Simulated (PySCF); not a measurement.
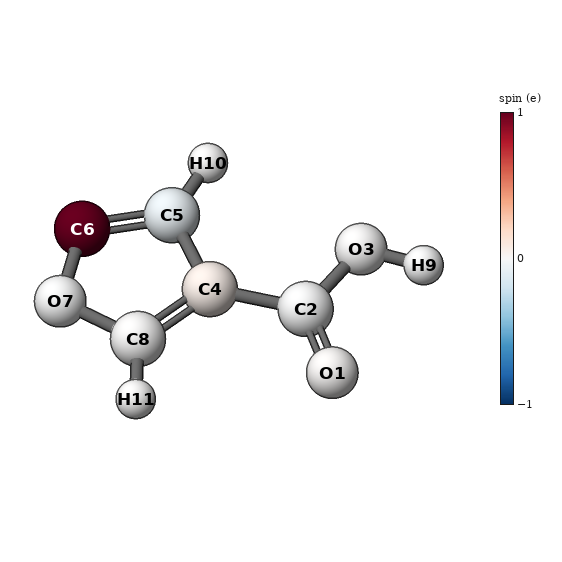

Atoms are coloured by their Mulliken spin populations. The species is neutral and a spin doublet. The computed structure is the end point of a GFN2-xTB optimisation. No frequency run is at hand to confirm it as a minimum. Method: UKS B3LYP, pcH-1 on C H O, non-relativistic (PySCF 2.14.0).

> Which atom carries the largest spin population?

C6 (0.99 e).

> Which atom has the lowest spin population?

C5 (−0.07 e); a negative value comes from spin polarisation.

List the Mulliken spin populations.

```csv
atom,value (e)
O1,0.01
C2,0.00
O3,0.00
C4,0.06
C5,−0.07
C6,0.99
O7,0.00
C8,0.00
H9,0.00
H10,0.00
H11,0.00
```

Mulliken values depend strongly on the basis set.
